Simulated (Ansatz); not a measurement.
Input file:

```
crystal:
  periodic: [false, false, false]
  atoms:
    - { symbol: C, position_ang: [-1.8478, 0.0043, -0.5764] }
    - { symbol: B, position_ang: [-0.4892, -0.6816, -0.6364] }
    - { symbol: "N", position_ang: [-0.1213, -1.47, -1.8857] }
    - { symbol: Si, position_ang: [0.8113, -0.5364, 0.8682] }
    - { symbol: Si, position_ang: [1.2512, 1.5921, 1.1912] }
    - { symbol: H, position_ang: [-2.7032, -0.6879, -0.7034] }
    - { symbol: H, position_ang: [-1.9322, 0.7858, -1.4134] }
    - { symbol: H, position_ang: [-1.9877, 0.5963, 0.3714] }
    - { symbol: H, position_ang: [-0.24966, -0.76566, -2.6742] }
    - { symbol: H, position_ang: [-0.91051, -2.17226, -2.0135] }
    - { symbol: H, position_ang: [0.0824, -1.0942, 2.0954] }
    - { symbol: H, position_ang: [1.9821, -1.296, 0.5945] }
    - { symbol: H, position_ang: [-0.0306, 2.3791, 1.4754] }
    - { symbol: H, position_ang: [2.1444, 1.7221, 2.367] }
    - { symbol: H, position_ang: [1.8881, 2.1258, 0.0052] }
basis:
  gaussian: { orbitals: "6-31G*" }
hamiltonian:
  xc: pbe0
relax:
  f_tol: 0.015
  max_steps: 40
output:
  orbitals: {}
```

Run with:

```sh
ansatz run input.yaml --threads 2 --pin off --max-ram 3072MiB --backend cpu --events-out ev --progress --plain --runs-dir out
```

The fields are those of the relaxed geometry.

The calculation used Ansatz 0.2.0, RKS PBE0/6-31G*.

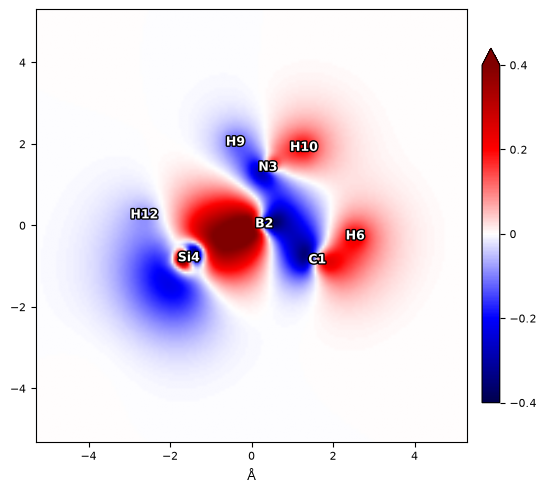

CH10BNSi2 (SMILES CB(N)[SiH2][SiH3]). The HOMO on the plane of atoms B2, Si4 and H12 (values in Å⁻³ᐟ²; the overall sign is arbitrary).

**What is the character of this orbital?**

By Hirshfeld shares it lies mainly on Si4 (about 35 %), B2 (about 20 %), Si5 (about 20 %) and C1 (about 5 %). Its energy is −7.38 eV.
